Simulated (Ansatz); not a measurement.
Where the default PAW files enter, the runs use the earlier of Ansatz's two default sets.

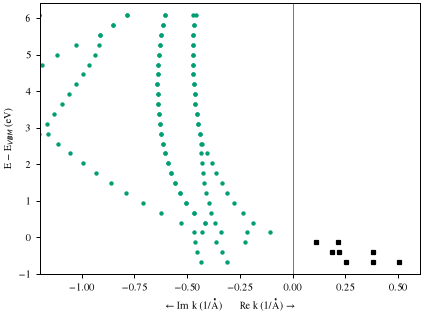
*Complex bands at the centre of the two-dimensional zone; r2SCAN (Ansatz, an electronic-structure program)*

No gap correction and no spin-orbit coupling; mid-gap values are interpolated between computed energies.

This is BN (P6_3mc, wurtzite, 4 atoms a cell, 6.0 Å³ an atom, -5 GPa at this level) along the normal of (100). Read off the slowest decay at the centre of the two-dimensional zone at 2.83 eV, the computed energy nearest the middle of the gap.

κ ≈ 0.44 1/Å, a decay length 1/(2κ) of the density of 1.1 Å.
